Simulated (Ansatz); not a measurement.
The structure below was relaxed with r2SCAN (Ansatz, a quantum-chemistry and plane-wave program, PAW, no spin-orbit coupling).

```xyz
2
Lattice="0.0000 2.6016 2.6016 2.6016 0.0000 2.6016 2.6016 2.6016 0.0000" Properties=species:S:1:pos:R:3 pbc="T T T"
S      0.0000     0.0000     0.0000
Mg     2.6016     2.6016     2.6016
```

Problem. Find the space group and the Wyckoff positions.

Solution. Space group Fm-3m (No. 225); a = b = c = 5.203 Å, α = β = γ = 90.00°

```csv
atom,site,symmetry,x,y,z
S,4a,m-3m,0.0000,0.0000,0.0000
Mg,4b,m-3m,0.5000,0.5000,0.5000
```

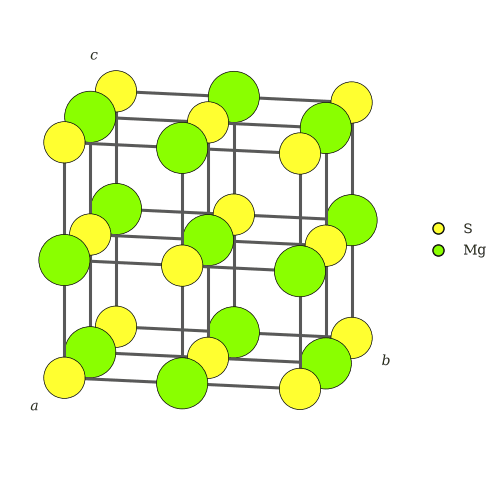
Figure: The conventional cell

No phonon test of stability was made. The cell was made from MgSe by this change: Se → S.
